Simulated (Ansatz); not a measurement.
# BSiHO (triplet): PBE, BLYP, r2SCAN, B97M-V, PBE0, B3LYP over vertical spin and charge gaps, def2-QZVPP, part 2 of 2

Ansatz 0.2.0, Gaussian basis; def2-QZVPP, all electrons in the functionals.

## (19) B97M-V, charge 0, quintet

File in.yaml:

```yaml
crystal:
  periodic: [false, false, false]
  atoms:
    - {symbol: O, position_ang: [0.000000, -0.676845, 0.785054]}
    - {symbol: B, position_ang: [0.000000, 0.567200, 1.099112]}
    - {symbol: Si, position_ang: [0.000000, 0.118108, -0.941049]}
    - {symbol: H, position_ang: [0.000000, 1.369113, 1.971283]}
basis:
  gaussian: {orbitals: "def2-QZVPP.json"}
magnetization: {spin_polarized: true, initial_magnetization: 4}
hamiltonian: {xc: {name: B97M-V}}
```

Command:

```sh
> ansatz run in.yaml --threads 1 --pin off --events-out ev --progress --plain --max-ram 2393MiB
```

Output, cut to the lines that bear on the results:

```text
Functional definition: B97M-V
  name "B97M-V"
  cite "Mardirossian & Head-Gordon, J. Chem. Phys. 142, 074111 (2015) doi:10.1063/1.4907719"
  cite "Becke, J. Chem. Phys. 107, 8554 (1997) doi:10.1063/1.475007"
  cite "Vydrov & Van Voorhis, J. Chem. Phys. 133, 244103 (2010) doi:10.1063/1.3521275"
  # Of w^i u^j: cxij and so on, Table III.
[...]
  gx(w, u) = cx00 + cx01*u + cx02*u^2 + (cx10 + cx11*u)*w
[...]
  gos(w, u) = cos00 + cos01*u + cos03*u^3 + cos10*w + cos32*w^3*u^2
[...]
      + integral(e_c_pw_mod_opposite_spin*gos(b97_w_opposite, b97_u_opposite)) + vv10(b, c)
790 factors; their error is unknown
[...]
mean field -10609.74985474 eV, -389.9011156148 hartree, gradient 1.7e-5 eV, S^2 6.005593; 4 other end points of the search recorded, 0 dependent functions left out
reference -10609.74991450 eV, -389.9011178113 hartree; 16, 12 occupied and 198, 202 virtual orbitals, 790 factors
Total energy: -10609.74991450 eV, -389.9011178113 hartree
```

Run time: 45 s. Hardware: 1 thread of Arm Neoverse V2, shared host; peak memory 0.52 GiB.

From the report: ⟨S²⟩ of the determinant 6.006 (pure quintet: 6.00).

From charge 0, triplet: +470.7 kJ/mol.

## (20) B97M-V, charge 1, doublet

in.yaml: that of step 19 with these lines changed.

```diff
@@ -9,3 +9,4 @@
   gaussian: {orbitals: "def2-QZVPP.json"}
-magnetization: {spin_polarized: true, initial_magnetization: 4}
+total_charge: 1
+magnetization: {spin_polarized: true, initial_magnetization: 1}
 hamiltonian: {xc: {name: B97M-V}}
```

Launched as before.

Output, cut to the lines that bear on the results:

```text
Functional definition: B97M-V
  name "B97M-V"
  cite "Mardirossian & Head-Gordon, J. Chem. Phys. 142, 074111 (2015) doi:10.1063/1.4907719"
  cite "Becke, J. Chem. Phys. 107, 8554 (1997) doi:10.1063/1.475007"
  cite "Vydrov & Van Voorhis, J. Chem. Phys. 133, 244103 (2010) doi:10.1063/1.3521275"
  # Of w^i u^j: cxij and so on, Table III.
[...]
  gx(w, u) = cx00 + cx01*u + cx02*u^2 + (cx10 + cx11*u)*w
[...]
  gos(w, u) = cos00 + cos01*u + cos03*u^3 + cos10*w + cos32*w^3*u^2
[...]
      + integral(e_c_pw_mod_opposite_spin*gos(b97_w_opposite, b97_u_opposite)) + vv10(b, c)
790 factors; their error is unknown
[...]
mean field -10607.35751004 eV, -389.8131985686 hartree, gradient 6.8e-5 eV, S^2 0.757211; 0 other end points of the search recorded, 0 dependent functions left out
reference -10607.35756639 eV, -389.8132006398 hartree; 14, 13 occupied and 200, 201 virtual orbitals, 790 factors
Total energy: -10607.35756639 eV, -389.8132006398 hartree
```

It took 17 s on 1 thread of Arm Neoverse V2, shared host; peak memory 0.34 GiB.

From the report: ⟨S²⟩ of the determinant 0.757 (pure doublet: 0.75).

From charge 0, triplet: +701.5 kJ/mol.

## (21) B97M-V, charge 1, quartet

in.yaml: that of step 20 with these lines changed.

```diff
@@ -10,3 +10,3 @@
 total_charge: 1
-magnetization: {spin_polarized: true, initial_magnetization: 1}
+magnetization: {spin_polarized: true, initial_magnetization: 3}
 hamiltonian: {xc: {name: B97M-V}}
```

Same command.

Output, cut to the lines that bear on the results:

```text
Functional definition: B97M-V
  name "B97M-V"
  cite "Mardirossian & Head-Gordon, J. Chem. Phys. 142, 074111 (2015) doi:10.1063/1.4907719"
  cite "Becke, J. Chem. Phys. 107, 8554 (1997) doi:10.1063/1.475007"
  cite "Vydrov & Van Voorhis, J. Chem. Phys. 133, 244103 (2010) doi:10.1063/1.3521275"
  # Of w^i u^j: cxij and so on, Table III.
[...]
  gx(w, u) = cx00 + cx01*u + cx02*u^2 + (cx10 + cx11*u)*w
[...]
  gos(w, u) = cos00 + cos01*u + cos03*u^3 + cos10*w + cos32*w^3*u^2
[...]
      + integral(e_c_pw_mod_opposite_spin*gos(b97_w_opposite, b97_u_opposite)) + vv10(b, c)
790 factors; their error is unknown
[...]
mean field -10603.82582796 eV, -389.6834116461 hartree, gradient 8.2e-5 eV, S^2 3.754617; 0 other end points of the search recorded, 0 dependent functions left out
reference -10603.82589063 eV, -389.6834139491 hartree; 15, 12 occupied and 199, 202 virtual orbitals, 790 factors
Total energy: -10603.82589063 eV, -389.6834139491 hartree
```

Run time: 17 s. Hardware: 1 thread of Arm Neoverse V2, shared host; peak memory 0.34 GiB.

From the report: ⟨S²⟩ of the determinant 3.755 (pure quartet: 3.75).

From charge 0, triplet: +1042.2 kJ/mol.

## (22) PBE0, charge 0, triplet

in.yaml: that of step 21 with these lines changed.

```diff
@@ -9,4 +9,4 @@
   gaussian: {orbitals: "def2-QZVPP.json"}
-total_charge: 1
-magnetization: {spin_polarized: true, initial_magnetization: 3}
-hamiltonian: {xc: {name: B97M-V}}
+magnetization: {spin_polarized: true, initial_magnetization: 2}
+hamiltonian: {xc: {name: PBE0}}
+output: {orbitals: {seedname: orbitals}}
```

Launched as before.

Output, cut to the lines that bear on the results:

```text
Functional definition: PBE0
  name "PBE0"
  cite "Adamo & Barone, J. Chem. Phys. 110, 6158 (1999) doi:10.1063/1.478522"
  cite "Perdew, Burke & Ernzerhof, Phys. Rev. Lett. 77, 3865 (1996) doi:10.1103/PhysRevLett.77.3865"
  parent pbe
[...]
810 factors; their error is unknown
[...]
mean field -10610.59068040 eV, -389.9320153879 hartree, gradient 1.7e-5 eV, S^2 2.014126; 0 other end points of the search recorded, 0 dependent functions left out
reference -10610.59071273 eV, -389.9320165760 hartree; 15, 13 occupied and 199, 201 virtual orbitals, 810 factors
Total energy: -10610.59071273 eV, -389.9320165760 hartree
```

It took 7 s on 1 thread of Arm Neoverse V2, shared host; peak memory 0.42 GiB.

From the report: ⟨S²⟩ of the determinant 2.014 (pure triplet: 2.00).

## (23) PBE0, charge 0, singlet

in.yaml: that of step 22 with these lines changed.

```diff
@@ -9,3 +9,3 @@
   gaussian: {orbitals: "def2-QZVPP.json"}
-magnetization: {spin_polarized: true, initial_magnetization: 2}
+magnetization: {spin_polarized: true, initial_magnetization: 0}
 hamiltonian: {xc: {name: PBE0}}
```

Launched as before.

Output, cut to the lines that bear on the results:

```text
Functional definition: PBE0
  name "PBE0"
  cite "Adamo & Barone, J. Chem. Phys. 110, 6158 (1999) doi:10.1063/1.478522"
  cite "Perdew, Burke & Ernzerhof, Phys. Rev. Lett. 77, 3865 (1996) doi:10.1103/PhysRevLett.77.3865"
  parent pbe
[...]
810 factors; their error is unknown
[...]
mean field -10611.18661633 eV, -389.9539156295 hartree, gradient 7.1e-6 eV, S^2 0.046926; 4 other end points of the search recorded, 0 dependent functions left out
reference -10611.18664701 eV, -389.9539167568 hartree; 14, 14 occupied and 200, 200 virtual orbitals, 810 factors
Total energy: -10611.18664701 eV, -389.9539167568 hartree
```

Run time: 28 s. Hardware: 1 thread of Arm Neoverse V2, shared host; peak memory 0.62 GiB.

From the report: ⟨S²⟩ of the determinant 0.047 (pure singlet: 0.00).

From charge 0, triplet: -57.5 kJ/mol.

## (24) PBE0, charge 0, quintet

in.yaml: that of step 23 with these lines changed.

```diff
@@ -9,3 +9,3 @@
   gaussian: {orbitals: "def2-QZVPP.json"}
-magnetization: {spin_polarized: true, initial_magnetization: 0}
+magnetization: {spin_polarized: true, initial_magnetization: 4}
 hamiltonian: {xc: {name: PBE0}}
```

Same command.

Output, cut to the lines that bear on the results:

```text
Functional definition: PBE0
  name "PBE0"
  cite "Adamo & Barone, J. Chem. Phys. 110, 6158 (1999) doi:10.1063/1.478522"
  cite "Perdew, Burke & Ernzerhof, Phys. Rev. Lett. 77, 3865 (1996) doi:10.1103/PhysRevLett.77.3865"
  parent pbe
[...]
810 factors; their error is unknown
[...]
mean field -10605.90115575 eV, -389.7596785357 hartree, gradient 1.4e-5 eV, S^2 6.006306; 3 other end points of the search recorded, 0 dependent functions left out
reference -10605.90118772 eV, -389.7596797107 hartree; 16, 12 occupied and 198, 202 virtual orbitals, 810 factors
Total energy: -10605.90118772 eV, -389.7596797107 hartree
```

Wall time 17 s (1 thread of Arm Neoverse V2, shared host); peak memory 0.46 GiB.

From the report: ⟨S²⟩ of the determinant 6.006 (pure quintet: 6.00).

From charge 0, triplet: +452.5 kJ/mol.

## (25) PBE0, charge 1, doublet

in.yaml: that of step 24 with these lines changed.

```diff
@@ -9,3 +9,4 @@
   gaussian: {orbitals: "def2-QZVPP.json"}
-magnetization: {spin_polarized: true, initial_magnetization: 4}
+total_charge: 1
+magnetization: {spin_polarized: true, initial_magnetization: 1}
 hamiltonian: {xc: {name: PBE0}}
```

Launched as before.

Output, cut to the lines that bear on the results:

```text
Functional definition: PBE0
  name "PBE0"
  cite "Adamo & Barone, J. Chem. Phys. 110, 6158 (1999) doi:10.1063/1.478522"
  cite "Perdew, Burke & Ernzerhof, Phys. Rev. Lett. 77, 3865 (1996) doi:10.1103/PhysRevLett.77.3865"
  parent pbe
[...]
810 factors; their error is unknown
[...]
mean field -10603.25082459 eV, -389.6622806623 hartree, gradient 1.7e-5 eV, S^2 0.759427; 0 other end points of the search recorded, 0 dependent functions left out
reference -10603.25085329 eV, -389.6622817168 hartree; 14, 13 occupied and 200, 201 virtual orbitals, 810 factors
Total energy: -10603.25085329 eV, -389.6622817168 hartree
```

It took 7 s on 1 thread of Arm Neoverse V2, shared host; peak memory 0.42 GiB.

From the report: ⟨S²⟩ of the determinant 0.759 (pure doublet: 0.75).

From charge 0, triplet: +708.2 kJ/mol.

## (26) PBE0, charge 1, quartet

in.yaml: that of step 25 with these lines changed.

```diff
@@ -10,3 +10,3 @@
 total_charge: 1
-magnetization: {spin_polarized: true, initial_magnetization: 1}
+magnetization: {spin_polarized: true, initial_magnetization: 3}
 hamiltonian: {xc: {name: PBE0}}
```

The command is unchanged.

Output, cut to the lines that bear on the results:

```text
Functional definition: PBE0
  name "PBE0"
  cite "Adamo & Barone, J. Chem. Phys. 110, 6158 (1999) doi:10.1063/1.478522"
  cite "Perdew, Burke & Ernzerhof, Phys. Rev. Lett. 77, 3865 (1996) doi:10.1103/PhysRevLett.77.3865"
  parent pbe
[...]
810 factors; their error is unknown
[...]
mean field -10599.84775693 eV, -389.5372202325 hartree, gradient 6.2e-5 eV, S^2 3.755837; 0 other end points of the search recorded, 0 dependent functions left out
reference -10599.84778946 eV, -389.5372214279 hartree; 15, 12 occupied and 199, 202 virtual orbitals, 810 factors
Total energy: -10599.84778946 eV, -389.5372214279 hartree
```

Run time: 6.5 s. Hardware: 1 thread of Arm Neoverse V2, shared host; peak memory 0.42 GiB.

From the report: ⟨S²⟩ of the determinant 3.756 (pure quartet: 3.75).

From charge 0, triplet: +1036.5 kJ/mol.

## (27) B3LYP, charge 0, triplet

in.yaml: that of step 26 with these lines changed.

```diff
@@ -9,5 +9,3 @@
   gaussian: {orbitals: "def2-QZVPP.json"}
-total_charge: 1
-magnetization: {spin_polarized: true, initial_magnetization: 3}
-hamiltonian: {xc: {name: PBE0}}
-output: {orbitals: {seedname: orbitals}}
+magnetization: {spin_polarized: true, initial_magnetization: 2}
+hamiltonian: {xc: {name: B3LYP}}
```

Launched as before.

Output, cut to the lines that bear on the results:

```text
Functional definition: B3LYP
  name "B3LYP"
  cite "Stephens, Devlin, Chabalowski & Frisch, J. Phys. Chem. 98, 11623 (1994) doi:10.1021/j100096a001"
  cite "Becke, Phys. Rev. A 38, 3098 (1988) doi:10.1103/PhysRevA.38.3098"
  cite "Lee, Yang & Parr, Phys. Rev. B 37, 785 (1988) doi:10.1103/PhysRevB.37.785"
  cite "Vosko, Wilk & Nusair, Can. J. Phys. 58, 1200 (1980) doi:10.1139/p80-159"
[...]
805 factors; their error is unknown
[...]
mean field -10617.76881895 eV, -390.1958071142 hartree, gradient 4.7e-5 eV, S^2 2.009401; 0 other end points of the search recorded, 0 dependent functions left out
reference -10617.76903550 eV, -390.1958150723 hartree; 15, 13 occupied and 199, 201 virtual orbitals, 805 factors
Total energy: -10617.76903550 eV, -390.1958150723 hartree
```

Wall time 7 s (1 thread of Arm Neoverse V2, shared host); peak memory 0.41 GiB.

From the report: ⟨S²⟩ of the determinant 2.009 (pure triplet: 2.00).

## (28) B3LYP, charge 0, singlet

in.yaml: that of step 27 with these lines changed.

```diff
@@ -9,3 +9,3 @@
   gaussian: {orbitals: "def2-QZVPP.json"}
-magnetization: {spin_polarized: true, initial_magnetization: 2}
+magnetization: {spin_polarized: true, initial_magnetization: 0}
 hamiltonian: {xc: {name: B3LYP}}
```

The command is unchanged.

Output, cut to the lines that bear on the results:

```text
Functional definition: B3LYP
  name "B3LYP"
  cite "Stephens, Devlin, Chabalowski & Frisch, J. Phys. Chem. 98, 11623 (1994) doi:10.1021/j100096a001"
  cite "Becke, Phys. Rev. A 38, 3098 (1988) doi:10.1103/PhysRevA.38.3098"
  cite "Lee, Yang & Parr, Phys. Rev. B 37, 785 (1988) doi:10.1103/PhysRevB.37.785"
  cite "Vosko, Wilk & Nusair, Can. J. Phys. 58, 1200 (1980) doi:10.1139/p80-159"
[...]
805 factors; their error is unknown
[...]
mean field -10618.49478997 eV, -390.2224860572 hartree, gradient 4.5e-6 eV, S^2 0.000000; 1 other end points of the search recorded, 0 dependent functions left out
reference -10618.49501101 eV, -390.2224941802 hartree; 14, 14 occupied and 200, 200 virtual orbitals, 805 factors
Total energy: -10618.49501101 eV, -390.2224941802 hartree
```

It took 15 s on 1 thread of Arm Neoverse V2, shared host; peak memory 0.57 GiB.

From the report: ⟨S²⟩ of the determinant 0.000 (pure singlet: 0.00).

From charge 0, triplet: -70.0 kJ/mol.

## (29) B3LYP, charge 0, quintet

in.yaml: that of step 28 with these lines changed.

```diff
@@ -9,3 +9,3 @@
   gaussian: {orbitals: "def2-QZVPP.json"}
-magnetization: {spin_polarized: true, initial_magnetization: 0}
+magnetization: {spin_polarized: true, initial_magnetization: 4}
 hamiltonian: {xc: {name: B3LYP}}
```

The command is unchanged.

Output, cut to the lines that bear on the results:

```text
Functional definition: B3LYP
  name "B3LYP"
  cite "Stephens, Devlin, Chabalowski & Frisch, J. Phys. Chem. 98, 11623 (1994) doi:10.1021/j100096a001"
  cite "Becke, Phys. Rev. A 38, 3098 (1988) doi:10.1103/PhysRevA.38.3098"
  cite "Lee, Yang & Parr, Phys. Rev. B 37, 785 (1988) doi:10.1103/PhysRevB.37.785"
  cite "Vosko, Wilk & Nusair, Can. J. Phys. 58, 1200 (1980) doi:10.1139/p80-159"
[...]
805 factors; their error is unknown
[...]
mean field -10612.75670909 eV, -390.0116154741 hartree, gradient 3.1e-5 eV, S^2 6.005777; 3 other end points of the search recorded, 0 dependent functions left out
reference -10612.75692386 eV, -390.0116233669 hartree; 16, 12 occupied and 198, 202 virtual orbitals, 805 factors
Total energy: -10612.75692386 eV, -390.0116233669 hartree
```

Run time: 17 s. Hardware: 1 thread of Arm Neoverse V2, shared host; peak memory 0.46 GiB.

From the report: ⟨S²⟩ of the determinant 6.006 (pure quintet: 6.00).

From charge 0, triplet: +483.6 kJ/mol.

## (30) B3LYP, charge 1, doublet

in.yaml: that of step 29 with these lines changed.

```diff
@@ -9,3 +9,4 @@
   gaussian: {orbitals: "def2-QZVPP.json"}
-magnetization: {spin_polarized: true, initial_magnetization: 4}
+total_charge: 1
+magnetization: {spin_polarized: true, initial_magnetization: 1}
 hamiltonian: {xc: {name: B3LYP}}
```

Same command.

Output, cut to the lines that bear on the results:

```text
Functional definition: B3LYP
  name "B3LYP"
  cite "Stephens, Devlin, Chabalowski & Frisch, J. Phys. Chem. 98, 11623 (1994) doi:10.1021/j100096a001"
  cite "Becke, Phys. Rev. A 38, 3098 (1988) doi:10.1103/PhysRevA.38.3098"
  cite "Lee, Yang & Parr, Phys. Rev. B 37, 785 (1988) doi:10.1103/PhysRevB.37.785"
  cite "Vosko, Wilk & Nusair, Can. J. Phys. 58, 1200 (1980) doi:10.1139/p80-159"
[...]
805 factors; their error is unknown
[...]
mean field -10610.51721456 eV, -389.9293155682 hartree, gradient 7.6e-5 eV, S^2 0.756345; 0 other end points of the search recorded, 0 dependent functions left out
reference -10610.51742445 eV, -389.9293232817 hartree; 14, 13 occupied and 200, 201 virtual orbitals, 805 factors
Total energy: -10610.51742445 eV, -389.9293232817 hartree
```

Wall time 7.5 s (1 thread of Arm Neoverse V2, shared host); peak memory 0.41 GiB.

From the report: ⟨S²⟩ of the determinant 0.756 (pure doublet: 0.75).

From charge 0, triplet: +699.7 kJ/mol.

## (31) B3LYP, charge 1, quartet

in.yaml: that of step 30 with these lines changed.

```diff
@@ -10,3 +10,3 @@
 total_charge: 1
-magnetization: {spin_polarized: true, initial_magnetization: 1}
+magnetization: {spin_polarized: true, initial_magnetization: 3}
 hamiltonian: {xc: {name: B3LYP}}
```

The command is unchanged.

Output, cut to the lines that bear on the results:

```text
Functional definition: B3LYP
  name "B3LYP"
  cite "Stephens, Devlin, Chabalowski & Frisch, J. Phys. Chem. 98, 11623 (1994) doi:10.1021/j100096a001"
  cite "Becke, Phys. Rev. A 38, 3098 (1988) doi:10.1103/PhysRevA.38.3098"
  cite "Lee, Yang & Parr, Phys. Rev. B 37, 785 (1988) doi:10.1103/PhysRevB.37.785"
  cite "Vosko, Wilk & Nusair, Can. J. Phys. 58, 1200 (1980) doi:10.1139/p80-159"
[...]
805 factors; their error is unknown
[...]
mean field -10606.83042163 eV, -389.7938284270 hartree, gradient 5.6e-5 eV, S^2 3.755303; 0 other end points of the search recorded, 0 dependent functions left out
reference -10606.83063238 eV, -389.7938361720 hartree; 15, 12 occupied and 199, 202 virtual orbitals, 805 factors
Total energy: -10606.83063238 eV, -389.7938361720 hartree
```

It took 7.5 s on 1 thread of Arm Neoverse V2, shared host; peak memory 0.41 GiB.

From the report: ⟨S²⟩ of the determinant 3.755 (pure quartet: 3.75).

From charge 0, triplet: +1055.4 kJ/mol.

## (32) Against the wave-function levels

No level is safe as a reference over these points; UCCSD(T) serves as a yardstick only. It and the other wave-function rows come from earlier runs at the same points. Energies in kJ/mol, counted from charge 0, triplet; blanks weren't run or aren't comparable.

```tsv
level	triplet to singlet	triplet to quintet	ionisation to the doublet cation	ionisation to the quartet cation
UCCSD(T)		461.8	697.1	1039.4
PBE	-61.9	462.3	702.9	1039.8
BLYP	-72.0	491.1	680.5	1041.8
r2SCAN	-47.8	432.3	714.9	1019.6
B97M-V	-71.6	470.7	701.5	1042.2
PBE0	-57.5	452.5	708.2	1036.5
B3LYP	-70.0	483.6	699.7	1055.4
RHF	-32.7	356.8	651.8	899.0
UHF	-19.7	356.8	656.5	903.6
UMP2		450.0	688.3	1025.4
```

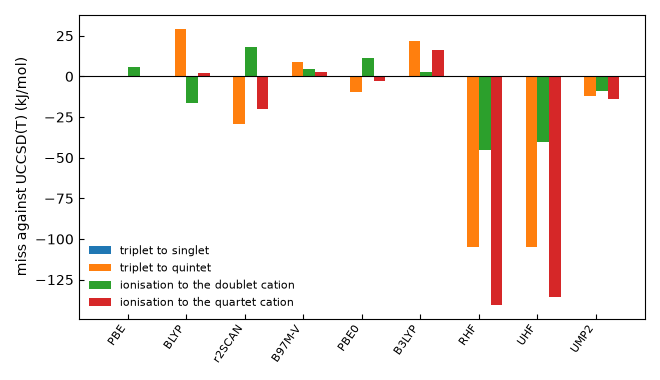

Misses of the gaps against UCCSD(T).

Largest miss and mean time a point (UCCSD(T) took 39 s a point; shared hosts):

```tsv
level	largest miss (kJ/mol)	where	time a point
PBE	+5.8	ionisation to the doublet cation	9.8 s
BLYP	+29.3	triplet to quintet	11 s
r2SCAN	-29.4	triplet to quintet	19 s
B97M-V	+8.9	triplet to quintet	30 s
PBE0	+11.1	ionisation to the doublet cation	13 s
B3LYP	+21.8	triplet to quintet	11 s
RHF	-140.4	ionisation to the quartet cation	
UHF	-135.8	ionisation to the quartet cation	
UMP2	-14.1	ionisation to the quartet cation
```

## (33) Results

This closing draws on all 2 parts.

| quantity | value |
| --- | --- |
| triplet to quintet, UCCSD(T) | 461.8 kJ/mol |
| ionisation to the doublet cation, UCCSD(T) | 697.1 kJ/mol |
| ionisation to the quartet cation, UCCSD(T) | 1039.4 kJ/mol |
| largest miss, PBE | +5.8 kJ/mol (ionisation to the doublet cation) |
| largest miss, BLYP | +29.3 kJ/mol (triplet to quintet) |
| largest miss, r2SCAN | -29.4 kJ/mol (triplet to quintet) |
| largest miss, B97M-V | +8.9 kJ/mol (triplet to quintet) |
| largest miss, PBE0 | +11.1 kJ/mol (ionisation to the doublet cation) |
| largest miss, B3LYP | +21.8 kJ/mol (triplet to quintet) |

What this shows: Misses are known at 3 of 4 points at best, and only functionals with that many are ranked. Of the functionals, PBE keep the smallest largest miss at the points compared (at most 5.8 kJ/mol) and r2SCAN strays most (29.4 kJ/mol, at triplet to quintet). r2SCAN clearly breaks the spin symmetry at some points (⟨S²⟩ up to 0.30 above the pure value), so energy there is bought with a mixed spin. Functionals and the yardstick converge differently with the basis, so part of each miss in def2-QZVPP is the basis. The yardstick itself may be off where one determinant is a poor start.
